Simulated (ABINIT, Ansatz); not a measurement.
# Converging GW for CdS (Greenockite) in ABINIT

Wanted: a converged G0W0 gap of CdS (Greenockite), or an estimate of the limit.

Method: PBE and many-body steps on it, plane waves, in ABINIT 10.8.3.

The database entry behind the starting cell differs from later determinations by our own check (about 0.35 % long), so it need not match the best structure at ambient conditions.

### 1. The starting structure

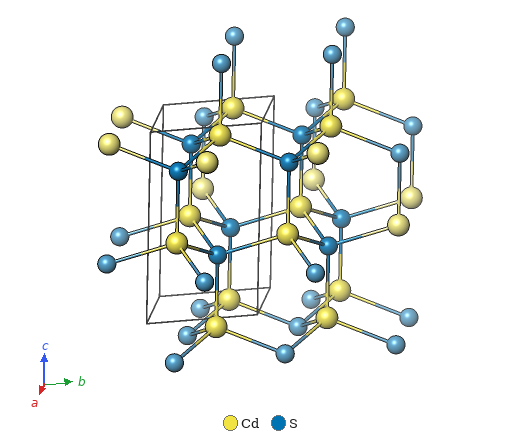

The cell as given, slightly off an axis (cadmium yellow, sulfur blue). 2×2×1 cells are drawn. Some periodic images of atoms are drawn too.

As a file:

```cif
data_structure
_symmetry_space_group_name_H-M 'P 1'
_symmetry_Int_Tables_number 1
_cell_length_a 4.1500
_cell_length_b 4.1500
_cell_length_c 6.7370
_cell_angle_alpha 90.000
_cell_angle_beta 90.000
_cell_angle_gamma 120.000
_cell_volume 100.48
loop_
_atom_site_label
_atom_site_type_symbol
_atom_site_fract_x
_atom_site_fract_y
_atom_site_fract_z
_atom_site_occupancy
Cd1 Cd 0.33333 0.66667 0.00000 1
Cd2 Cd 0.66667 0.33333 0.50000 1
S3 S 0.33333 0.66667 0.37500 1
S4 S 0.66667 0.33333 0.87500 1
```

The cell and positions come from the Crystallography Open Database and are kept as given unless a step says otherwise.

### 2. Empty states on the mesh, 3×3×2 mesh, 475 bands

This step: ABINIT 10.8.3; DFT, PBE, plane waves, norm-conserving pseudopotentials.

The sums over transitions need many empty states on a uniform mesh; this step solves for them.

Contents of run.abi:

```
acell 3*1.0 Angstrom
rprim 
  4.149999999997 0.000000000001 0.000000000000
  -2.074999999999 3.594005425702 0.000000000000
  0.000000000000 0.000000000000 6.737000000000
ntypat 2
znucl 48 16
natom 4
typat 1 1 2 2
xred 
  0.333333333333 0.666666666667 0.000000000000
  0.666666666667 0.333333333333 0.500000000000
  0.333333333333 0.666666666667 0.375000000000
  0.666666666667 0.333333333333 0.875000000000
pp_dirpath "pseudos"
pseudos "Cd.upf, S.upf"
ecut 47
ngkpt 3 3 2
nshiftk 1
shiftk 0 0 0
kptopt 1
chksymbreak 0
iscf -2
irdden 1
istwfk *1
nband 475
nbdbuf 42
tolwfr 1e-09
nstep 60
prtvol 0
indata_prefix "in"
outdata_prefix "out"
tmpdata_prefix "tmp"
```

Started as:

```sh
$ OMP_NUM_THREADS=1 mpirun -n 4 abinit run.abi > log
```

Numbers of over 12 decimals in the logs are rounded to 6 here.

The program printed:

```text
.Version 10.8.3 of ABINIT. v10.8.2 released Aug 2026.

 Symmetries : space group P6_3 m c (#186); Bravais hP (primitive hexag.)
[... echo of the input left out ...]
== DATASET  1 ==================================================================
-   mpi_nproc: 4, omp_nthreads: 1 (-1 if OMP is not activated)

--- !DatasetInfo
iteration_state: {dtset: 1, }
dimensions: {natom: 4, nkpt: 6, mband: 475, nsppol: 1, nspinor: 1, nspden: 1, mpw: 10458, }
cutoff_energies: {ecut:  47.0, pawecutdg:  -1.0, }
[...]
5.52785    5.53473    5.53647    5.53656    5.53992    5.54979    5.54984    5.55011
   5.55674    5.57868    5.57896    5.59237    5.60966    5.61147    5.61666    5.62273
   5.63093    5.63437    5.63856
 prteigrs : prtvol=0 or 1, do not print more k-points.

== END DATASET(S) ==============================================================
================================================================================

 -outvars: echo values of variables after computation  --------
            nband         475
             nkpt           6
          spgroup         186
 [... the other variables as echoed above ...]

 Calculation completed.
```

Elapsed: 18 min, on 4 MPI ranks of Arm Neoverse V1, shared host; peak memory 0.84 GiB.

This step gave:

```yaml
gap: 1.175 eV
k_of_the_valence_top: 0, 0, 0
k_of_the_conduction_bottom: 0, 0, 0
least_direct_gap: 1.175 eV
k_points_computed: 6
lowest_point_of_the_top_converged_band_above_the_valence_top: 138.5805 eV
```

On this mesh the gap is 1.175 eV.

The density comes from a self-consistent run that is not shown.

### 3. Screening, 3×3×2 mesh, 76 bands, screening to 76.2 eV

The RPA dielectric matrix is built and inverted for each q.

This step: RPA screening on PBE, plane waves, norm-conserving pseudopotentials.

run.abi, as its differences from that of step 2:

```diff
@@ -22,10 +22,11 @@
 chksymbreak 0
-iscf -2
-irdden 1
 istwfk *1
-nband 475
-nbdbuf 42
-tolwfr 1e-09
-nstep 60
-prtvol 0
+occopt 1
+irdwfk 1
+optdriver 3
+nband 76
+ecuteps 2.8
+inclvkb 2
+awtr 1
+symchi 1
 indata_prefix "in"
```

The program printed:

```text
.Version 10.8.3 of ABINIT. v10.8.2 released Aug 2026.

 Symmetries : space group P6_3 m c (#186); Bravais hP (primitive hexag.)
[... echo of the input left out ...]
== DATASET  1 ==================================================================
-   mpi_nproc: 4, omp_nthreads: 1 (-1 if OMP is not activated)

--- !DatasetInfo
iteration_state: {dtset: 1, }
dimensions: {natom: 4, nkpt: 6, mband: 76, nsppol: 1, nspinor: 1, nspden: 1, mpw: 10458, }
cutoff_energies: {ecut:  47.0, pawecutdg:  -1.0, }
electrons: {nelect:   5.20000000E+01, charge:   0.00000000E+00, occopt:   1.00000000E+00, tsmear:   1.00000000E-02, }

 SCREENING: Calculation of the susceptibility and dielectric matrices

 Based on a program developped by R.W. Godby, V. Olevano, G. Onida, and L. Reining.
 Incorporated in ABINIT by V. Olevano, G.-M. Rignanese, and M. Torrent.
.Using double precision arithmetic ; gwpc =  8

[... cell and pseudopotentials left out ...]
--------------------------------------------------------------------------------

 ==== K-mesh for the wavefunctions ====
 Number of points in the irreducible wedge :     6
[... list of points left out ...]
 Together with 12 symmetry operations and time-reversal symmetry
 yields    18 points in the full Brillouin Zone.

 ==== Q-mesh for the screening function ====
 Number of points in the irreducible wedge :     6
[... list of points left out ...]
 Together with 12 symmetry operations and time-reversal symmetry
 yields    18 points in the full Brillouin Zone.

 setmesh: FFT mesh size selected  =    25x   25x   50
          total number of points  =        31250

 vcoul_init : cutoff-mode = AUXILIARY_FUNCTION
 q-points for optical limit:   1
     1)      0.000010    0.000020    0.000030

- screening: taking advantage of time-reversal symmetry
- Maximum band index for partially occupied states nbvw = 26
- Remaining bands to be divided among processors   nbcw = 50
- Number of bands treated by each node ~12

 Number of electrons calculated from density =   52.0000; Expected =   52.0000
 average of density, n =  0.076686
 r_s =    1.4602
 omega_plasma =   26.7124 [eV]

 calculating chi0 at frequencies [eV] :
  1    0.000000E+00    0.000000E+00
  2    0.000000E+00    2.671236E+01

--------------------------------------------------------------------------------
  q-point number  1        q = ( 0.000000, 0.000000, 0.000000) [r.l.u.]
--------------------------------------------------------------------------------
[... chi0 elements left out ...]
 For q-point:  0.000010 0.000020 0.000030
  dielectric constant =  13.9104
  dielectric constant without local fields =  14.6500

  Average fulfillment of the sum rule on Im[epsilon] for q-point    1 :     33.66  [%]
[... wings left out ...]
  q-point number  2        q = ( 0.333333, 0.000000, 0.000000) [r.l.u.]
--------------------------------------------------------------------------------
[... chi0 elements left out ...]
  Average fulfillment of the sum rule on Im[epsilon] for q-point    2 :     38.24  [%]

 [... 4 further q-points ...]
```

Wall time 24 s (4 MPI ranks); peak memory 1.1 GiB; 96 s of CPU time.

Numbers from this step:

```yaml
eps_infinity_with_local_fields_on_this_mesh_along_the_program_s_q_direction: 13.91
the_same_without_local_fields: 14.65
plasma_frequency: 26.71 eV
plane_waves_in_the_screening_matrix: 135
```

Local fields lower ε∞ by 5 %. On a Γ-centred mesh this coarse the value itself is usually too large, while a short band sum pulls it down.

### 4. 76 bands, 76.2 eV

The self-energy is evaluated for the states that the input lists, and the levels follow from it, in one-shot runs by the linearised quasiparticle equation.

This step: G0W0 on PBE, plane waves, norm-conserving pseudopotentials.

run.abi, as its differences from that of step 3:

```diff
@@ -25,8 +25,15 @@
 irdwfk 1
-optdriver 3
+optdriver 4
 nband 76
+gwcalctyp 0
+ecutsigx 47
+symsigma 1
+nkptgw 1
+kptgw 
+  0.0000000000 0.0000000000 0.0000000000
+bdgw 
+  25 28
 ecuteps 2.8
-inclvkb 2
-awtr 1
-symchi 1
+irdscr 1
+ppmodel 1
 indata_prefix "in"
```

The program printed:

```text
.Version 10.8.3 of ABINIT. v10.8.2 released Aug 2026.

 Symmetries : space group P6_3 m c (#186); Bravais hP (primitive hexag.)
[... echo of the input left out ...]
== DATASET  1 ==================================================================
-   mpi_nproc: 4, omp_nthreads: 1 (-1 if OMP is not activated)

--- !DatasetInfo
iteration_state: {dtset: 1, }
dimensions: {natom: 4, nkpt: 6, mband: 76, nsppol: 1, nspinor: 1, nspden: 1, mpw: 10458, }
cutoff_energies: {ecut:  47.0, pawecutdg:  -1.0, }
electrons: {nelect:   5.20000000E+01, charge:   0.00000000E+00, occopt:   1.00000000E+00, tsmear:   1.00000000E-02, }

 SIGMA: Calculation of the GW corrections

 Based on a program developped by R.W. Godby, V. Olevano, G. Onida, and L. Reining.
 Incorporated in ABINIT by V. Olevano, G.-M. Rignanese, and M. Torrent.
.Using double precision arithmetic ; gwpc =  8

[... cell and pseudopotentials left out ...]
--------------------------------------------------------------------------------

 ==== K-mesh for the wavefunctions ====
 Number of points in the irreducible wedge :     6
[... list of points left out ...]
 Together with 12 symmetry operations and time-reversal symmetry
 yields    18 points in the full Brillouin Zone.

 ==== Q-mesh for screening function ====
 Number of points in the irreducible wedge :     6
[... list of points left out ...]
 Together with 12 symmetry operations and time-reversal symmetry
 yields    18 points in the full Brillouin Zone.

 vcoul_init : cutoff-mode = AUXILIARY_FUNCTION
 q-points for optical limit:   1
     1)      0.000010    0.000020    0.000030
 setmesh: FFT mesh size selected  =    45x   45x   80
          total number of points  =       162000

 Number of electrons calculated from density =   52.0000; Expected =   52.0000
 average of density, n =  0.076686
 r_s =    1.4602
 omega_plasma =   26.7124 [eV]

 === KS Band Gaps ===
  >>>> For spin  1
   Minimum direct gap =   1.1750 [eV], located at k-point      :   0.0000  0.0000  0.0000
   Fundamental gap    =   1.1750 [eV], Top of valence bands at :   0.0000  0.0000  0.0000
                                       Bottom of conduction at :   0.0000  0.0000  0.0000
 SIGMA fundamental parameters:
 PLASMON POLE MODEL  1
 number of plane-waves for SigmaX                10383
 number of plane-waves for SigmaC and W            135
 number of plane-waves for wavefunctions         10383
 number of bands                                    76
 number of independent spin polarizations            1
 number of spinorial components                      1
 number of k-points in IBZ                           6
 number of q-points in IBZ                           6
 number of symmetry operations                      12
 number of k-points in BZ                           18
 number of q-points in BZ                           18
 number of frequencies for dSigma/dE                 9
 frequency step for dSigma/dE [eV]                0.25
 number of omega for Sigma on real axis              0
 max omega for Sigma on real axis  [eV]           0.00
 zcut for avoiding poles [eV]                     0.10

 EPSILON^-1 parameters (SCR file):
 dimension of the eps^-1 matrix on file            135
 dimension of the eps^-1 matrix used               135
 number of plane-waves for wavefunctions         10383
 number of bands                                    76
 number of q-points in IBZ                           6
 number of frequencies                               2
 number of real frequencies                          1
 number of imag frequencies                          1

 matrix elements of self-energy operator (all in [eV])

 Perturbative Calculation

--- !SelfEnergy_ee
iteration_state: {dtset: 1, }
kpoint     : [   0.000,    0.000,    0.000, ]
spin       : 1
KS_gap     :    1.175
QP_gap     :    2.056
Delta_QP_KS:    0.881
data: !SigmaeeData |
     Band     E0 <VxcDFT>   SigX SigC(E0)      Z dSigC/dE  Sig(E)    E-E0       E
       25   4.259 -15.271 -18.229   2.786   0.786  -0.272 -15.406  -0.135   4.124
       26   4.259 -15.271 -18.229   2.786   0.786  -0.272 -15.406  -0.135   4.124
       27   5.434 -10.670  -6.577  -3.177   0.814  -0.229  -9.924   0.745   6.179
       28   7.023 -11.014  -6.546  -3.351   0.816  -0.226 -10.103   0.911   7.934

== END DATASET(S) ==============================================================
================================================================================

 -outvars: echo values of variables after computation  --------
           etotal      0.0000000000E+00
            nband          76
             nkpt           6
          spgroup         186
 [... the other variables as echoed above ...]

 Calculation completed.
```

Run time: 4.4 s. Hardware: 4 MPI ranks; peak memory 0.9 GiB.

Numbers from this step:

* G0W0 gap on the points computed: 2.055 eV
* starting gap on the mesh: 1.175 eV
* k of the valence top: 0, 0, 0
* k of the conduction bottom: 0, 0, 0
* Z at the valence top: 0.786
* Z at the conduction bottom: 0.814
* least direct G0W0 gap on the computed points: 2.055 eV

The gap on the mesh goes from 1.18 eV to 2.06 eV, a correction of +0.88 eV.

### 5. Screening, 3×3×2 mesh, 192 bands, screening to 141.5 eV

This step: RPA screening on PBE, plane waves, norm-conserving pseudopotentials.

run.abi, as its differences from that of step 4:

```diff
@@ -25,15 +25,8 @@
 irdwfk 1
-optdriver 4
-nband 76
-gwcalctyp 0
-ecutsigx 47
-symsigma 1
-nkptgw 1
-kptgw 
-  0.0000000000 0.0000000000 0.0000000000
-bdgw 
-  25 28
-ecuteps 2.8
-irdscr 1
-ppmodel 1
+optdriver 3
+nband 192
+ecuteps 5.2
+inclvkb 2
+awtr 1
+symchi 1
 indata_prefix "in"
```

The program printed:

```text
.Version 10.8.3 of ABINIT. v10.8.2 released Aug 2026.

 Symmetries : space group P6_3 m c (#186); Bravais hP (primitive hexag.)
[... echo of the input left out ...]
== DATASET  1 ==================================================================
-   mpi_nproc: 4, omp_nthreads: 1 (-1 if OMP is not activated)

--- !DatasetInfo
iteration_state: {dtset: 1, }
dimensions: {natom: 4, nkpt: 6, mband: 192, nsppol: 1, nspinor: 1, nspden: 1, mpw: 10458, }
cutoff_energies: {ecut:  47.0, pawecutdg:  -1.0, }
electrons: {nelect:   5.20000000E+01, charge:   0.00000000E+00, occopt:   1.00000000E+00, tsmear:   1.00000000E-02, }

 SCREENING: Calculation of the susceptibility and dielectric matrices

 Based on a program developped by R.W. Godby, V. Olevano, G. Onida, and L. Reining.
 Incorporated in ABINIT by V. Olevano, G.-M. Rignanese, and M. Torrent.
.Using double precision arithmetic ; gwpc =  8

[... cell and pseudopotentials left out ...]
--------------------------------------------------------------------------------

 ==== K-mesh for the wavefunctions ====
 Number of points in the irreducible wedge :     6
[... list of points left out ...]
 Together with 12 symmetry operations and time-reversal symmetry
 yields    18 points in the full Brillouin Zone.

 ==== Q-mesh for the screening function ====
 Number of points in the irreducible wedge :     6
[... list of points left out ...]
 Together with 12 symmetry operations and time-reversal symmetry
 yields    18 points in the full Brillouin Zone.

 setmesh: FFT mesh size selected  =    27x   27x   54
          total number of points  =        39366

 vcoul_init : cutoff-mode = AUXILIARY_FUNCTION
 q-points for optical limit:   1
     1)      0.000010    0.000020    0.000030

- screening: taking advantage of time-reversal symmetry
- Maximum band index for partially occupied states nbvw = 26
- Remaining bands to be divided among processors   nbcw = 166
- Number of bands treated by each node ~41

 Number of electrons calculated from density =   52.0000; Expected =   52.0000
 average of density, n =  0.076686
 r_s =    1.4602
 omega_plasma =   26.7124 [eV]

 calculating chi0 at frequencies [eV] :
  1    0.000000E+00    0.000000E+00
  2    0.000000E+00    2.671236E+01

--------------------------------------------------------------------------------
  q-point number  1        q = ( 0.000000, 0.000000, 0.000000) [r.l.u.]
--------------------------------------------------------------------------------
[... chi0 elements left out ...]
 For q-point:  0.000010 0.000020 0.000030
  dielectric constant =  13.9192
  dielectric constant without local fields =  14.7289

  Average fulfillment of the sum rule on Im[epsilon] for q-point    1 :     64.80  [%]
[... wings left out ...]
  q-point number  2        q = ( 0.333333, 0.000000, 0.000000) [r.l.u.]
--------------------------------------------------------------------------------
[... chi0 elements left out ...]
  Average fulfillment of the sum rule on Im[epsilon] for q-point    2 :     69.22  [%]

 [... 4 further q-points ...]
```

Elapsed: 94 s, on 4 MPI ranks; peak memory 1.7 GiB; 6.3 min of CPU time.

This step gave:

- ε∞ with local fields, on this mesh, along the program's q direction: 13.92
- the same without local fields: 14.73
- plasma frequency: 26.71 eV
- plane waves in the screening matrix: 379

[end of part 1 of 2]

[Paths, hosts, dates, memory and timing lines, banners, echoed tables and standing remarks are left out of the program output.]

[Logs are printed without paths, hosts, clocks, repeated set-up lines and the standing remarks that a program may print on its own settings, such as how far it seeks lower states.]

[Runs of the session that timed out or met a known fault of the program may be left out.]

[Hosts, paths, dates, database ids (printed as entryN), source tags and the programs' standing remarks are cut or masked in the printed files.]

[G0W0 gaps are taken among the corrected bands and points alone; a level outside them can change the order at an edge.]

[Where Ansatz stands beside ABINIT at settings called matched, ABINIT's density can come from a denser mesh and the files from another edition; pairs whose starting gaps differed by over 0.03 eV were left out, so agreement reads better than it is.]
